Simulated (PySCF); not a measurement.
Cl$_{6}$Si$_{6}$

```xyz
12

Si   -0.5993    1.6054   -0.5590
Cl   -1.3116    3.4422   -1.1770
Si    0.6363   -0.0979   -1.7019
Cl    1.3194   -0.2313   -3.6462
Si    1.5406    0.9291    0.2594
Cl    3.2895    1.9700    0.5999
Si    0.5107   -0.7205    1.6112
Cl    1.1538   -1.4520    3.4328
Si   -1.6349   -0.0452    0.7865
Cl   -3.5227   -0.0289    1.6236
Si   -0.3973   -1.7493   -0.3532
Cl   -0.8689   -3.7043   -0.8251
```

Geometry: PBE0-D3(BJ)/def2-SVP.

All numbers below come from PBE0/pcSseg-1, SCF density, gas phase, non-relativistic (PySCF).

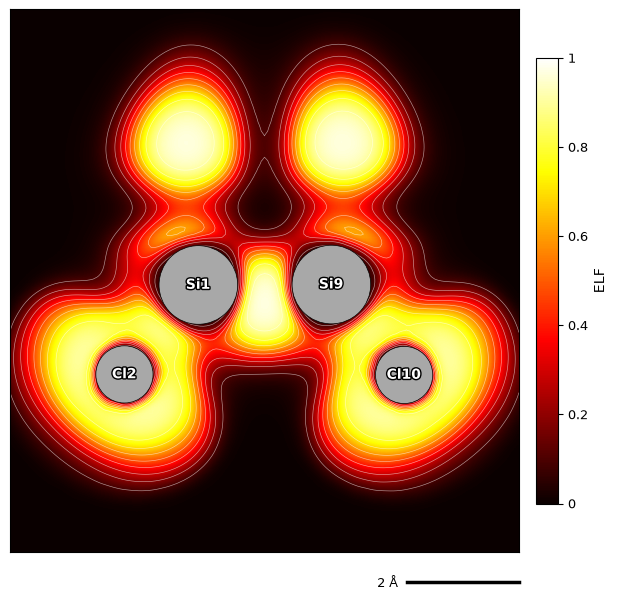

Figure 1. ELF on the plane of atoms Cl2, Si1 and Si9. Grey discs cover the atomic cores.

Question: Describe what can be read from this map.

Answer:
- Atoms in the plane: Si and Cl.
- Si–Cl (2.06 Å): the ELF peaks at about 0.85 between the atoms; a polar covalent bond.
- Si–Si (2.37 Å): the ELF peaks at about 0.95 between the atoms, as expected for a covalent bond.
- The ELF also peaks beside Cl2 and Cl10, away from the bonds: lone-pair regions.

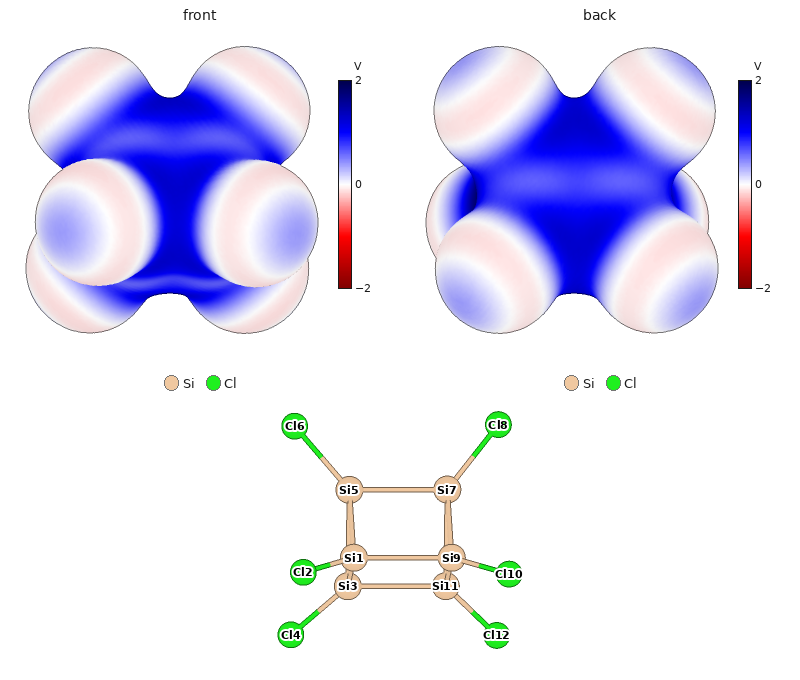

Figure 2. The molecular electrostatic potential painted on the density surface at 0.002 e/bohr³, seen from the front and from behind; the colour scale runs from red (negative) to blue (positive). The bare structure is drawn below in the same view.

Question: Describe the electrostatic potential map.

Answer: The most negative region (about −0.1 V) lies over the Cl atoms, the most positive (about +1.8 V, or +42 kcal/mol for a unit charge) over the Si atoms. Cl2 shows a σ-hole: about +0.4 V, or +9 kcal/mol for a unit charge at the tip opposite its bond, against about 0.0 V on its flanks. Cl10 shows a σ-hole: about +0.4 V, or +9 kcal/mol for a unit charge at the tip opposite its bond, against about 0.0 V on its flanks.
